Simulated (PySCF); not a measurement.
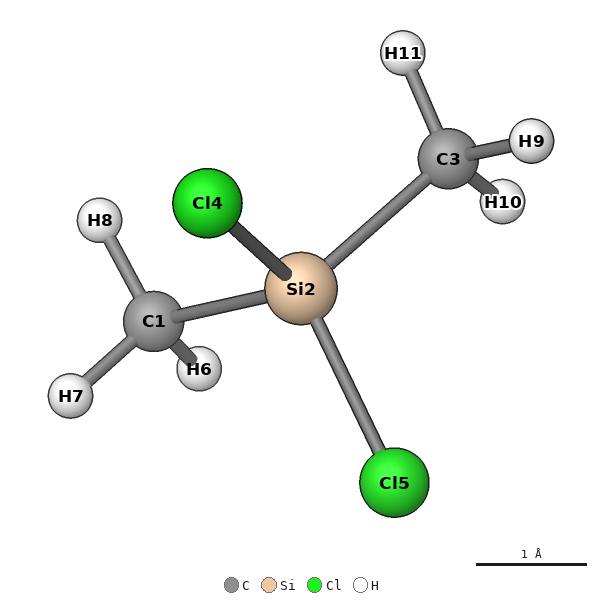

The geometry was computed by an optimisation with GFN2-xTB. No frequency run is at hand to confirm it as a minimum.

Which atoms are bonded, and how long are the bonds?

```csv
bond,length (Å),order
C1–Si2,1.901,single
C1–H6,1.086,single
C1–H7,1.087,single
C1–H8,1.086,single
Si2–C3,1.902,single
Si2–Cl4,2.034,single
Si2–Cl5,2.033,single
C3–H9,1.087,single
C3–H10,1.086,single
C3–H11,1.086,single
```
